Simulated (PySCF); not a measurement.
# C4H10S2Si: electronic excitations

Aim: predict the electronic excitations of C4H10S2Si (`CC(=S)CSC[SiH3]`).

Programs: PySCF 2.14.0, with density-fitted response routines of our own. Each step states its level of theory. These are calculated values for one molecule in the gas phase, unless marked as measured. Atoms are numbered from 0 throughout.

### Step 1. The starting structure

17 atoms, charge 0, multiplicity 1; geometry from: GFN2-xTB.

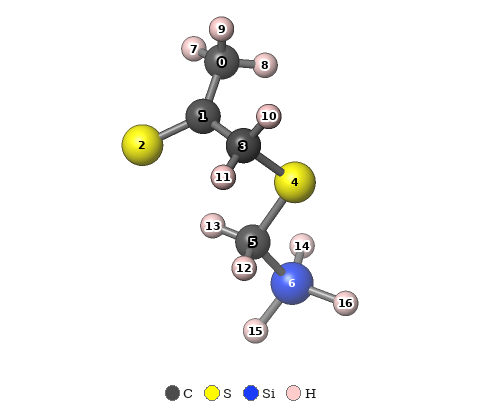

As it starts; carbon dark grey, sulfur yellow, silicon blue, hydrogen pink, atoms numbered.

### Step 2. Excited states and response: B3LYP/def2-SVPD

The job: settings as JSON, then the geometry in Å.

```
{"job": {"kind": "uv", "xc": "B3LYP", "basis": "def2-SVPD", "nstates": 8, "ntriplets": 3}, "charge": 0, "multiplicity": 1}
C     -2.701014     0.414975     0.525368
C     -1.710846     0.652357    -0.558986
S     -1.361836     2.149321    -1.104049
C     -0.990234    -0.528878    -1.079680
S      0.360414    -0.902528     0.128130
C      1.548239     0.396106    -0.294706
Si     2.978173     0.414031     0.967560
H     -2.998476     1.350823     0.990838
H     -2.285605    -0.256858     1.276044
H     -3.586267    -0.066878     0.105794
H     -1.605817    -1.427276    -1.095516
H     -0.528592    -0.351782    -2.049583
H      1.904751     0.201434    -1.305553
H      1.014542     1.347153    -0.291295
H      2.425452     0.682089     2.292859
H      3.890434     1.476391     0.544690
H      3.639685    -0.888989     0.938176
```

Level: TDDFT B3LYP/def2-SVPD, vertical, gas phase, core orbitals frozen in the response.

Started as:

```console
> OMP_NUM_THREADS=1 python probes_run.py task.json out
```

This one command runs all jobs of the session in turn.

What it wrote:

```text
coarse grid: 15416 points
cycle   1  E = -1243.7309048849  dE =  4.770e-01  |g| = 3.898e-01  |ddm| = 5.793e+00
cycle   2  E = -1243.6856923650  dE =  4.521e-02  |g| = 5.680e-01  |ddm| = 1.586e+00
cycle   3  E = -1243.7681372376  dE = -8.244e-02  |g| = 1.672e-01  |ddm| = 9.013e-01
cycle   4  E = -1243.7757905463  dE = -7.653e-03  |g| = 4.333e-02  |ddm| = 2.911e-01
cycle   5  E = -1243.7762763432  dE = -4.858e-04  |g| = 1.402e-02  |ddm| = 8.923e-02
cycle   6  E = -1243.7763320345  dE = -5.569e-05  |g| = 3.542e-03  |ddm| = 3.078e-02
cycle   7  E = -1243.7763352176  dE = -3.183e-06  |g| = 6.431e-04  |ddm| = 6.724e-03
final grid: 133976 points
cycle   8  E = -1243.9155602027  dE = -4.149e-05  |g| = 4.812e-03  |ddm| = 1.109e-01
cycle   9  E = -1243.9155510527  dE =  9.150e-06  |g| = 7.438e-03  |ddm| = 1.901e-02
cycle  10  E = -1243.9155652897  dE = -1.424e-05  |g| = 1.935e-03  |ddm| = 1.163e-02
cycle  11  E = -1243.9155663614  dE = -1.072e-06  |g| = 1.996e-04  |ddm| = 2.903e-03
cycle  12  E = -1243.9155663708  dE = -9.351e-09  |g| = 9.710e-05  |ddm| = 5.423e-04
cycle  13  E = -1243.9155663733  dE = -2.478e-09  |g| = 3.174e-05  |ddm| = 2.167e-04
cycle  14  E = -1243.9155663735  dE = -2.844e-10  |g| = 6.002e-06  |ddm| = 6.097e-05
converged SCF energy = -1243.9155663735

Static polarisability (au): isotropic 122.191, principal 98.724 123.723 144.127

Singlet excitations
state   eV       nm        f      main configurations
  1   2.4616    503.7   0.00226   H->L 0.97
  2   3.4798    356.3   0.02608   H-1->L 0.95
  3   5.2560    235.9   0.00097   H->L+1 0.81, H-1->L+1 0.09
  4   5.3725    230.8   0.22155   H-2->L 0.82, H-3->L 0.09
  5   5.4481    227.6   0.01580   H->L+2 0.90
  6   5.6914    217.8   0.01500   H-1->L+1 0.74, H->L+1 0.11
  7   5.7565    215.4   0.00367   H->L+3 0.88
  8   5.8724    211.1   0.02748   H-3->L 0.61, H-4->L 0.16

Triplet excitations (Tamm-Dancoff, eV): 2.0279 3.1137 3.3519
```

Run time: 92 s. Hardware: 1 thread of Arm Neoverse N1, shared host; peak memory 0.9 GiB.

Frontier orbitals and where they lie:

| orbital | eV | atoms |
| --- | --- | --- |
| HOMO−3 | -8.97 | S4 25 %, C5 24 %, Si6 11 % |
| HOMO−2 | -7.93 | S2 46 %, C1 24 %, S4 10 % |
| HOMO−1 | -6.76 | S4 60 %, S2 12 %, C5 9 % |
| HOMO | -6.12 | S2 66 %, C1 10 %, S4 9 % |
| LUMO | -2.36 | S2 37 %, C1 36 %, S4 10 % |
| LUMO+1 | -0.05 | S4 31 %, Si6 19 %, C5 9 % |
| LUMO+2 | 0.09 | S4 18 %, Si6 15 %, S2 11 % |

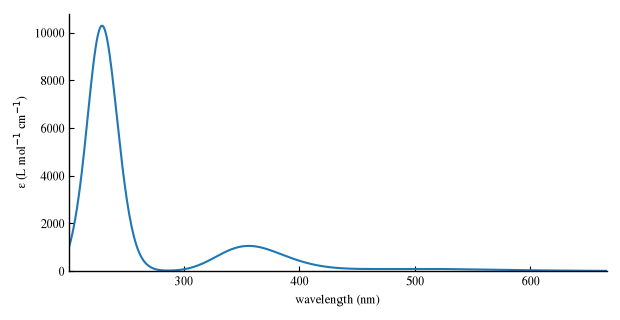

Absorption spectrum: each of the 8 states is a Gaussian band of 0.4 eV half-width at 1/e. Beyond the last state computed it falls off for lack of states.

Further results of this job:

| property | computed |
| --- | --- |
| dipole moment (D) | 1.53 |
| polarisability (Å³) | 18.11 |
| HOMO–LUMO gap (eV) | 3.76 |
| −ε(HOMO) (eV) | 6.12 |

### Step 3. Outcome

| quantity | value |
| --- | --- |
| lowest singlet (B3LYP/def2-SVPD) | 2.46 eV (504 nm), f = 0.002 |
| brightest single state of those computed | state 4, 5.37 eV, f = 0.222 |
| lowest triplet | 2.03 eV |

**Reading.** The first singlet state (HOMO→LUMO 0.97) lies at 2.46 eV and is weak; of the 8 states computed, the strongest absorption comes from state 4 at 5.37 eV. The lowest triplet lies 0.43 eV below the lowest singlet (triplets in Tamm-Dancoff, singlets in full TDDFT).
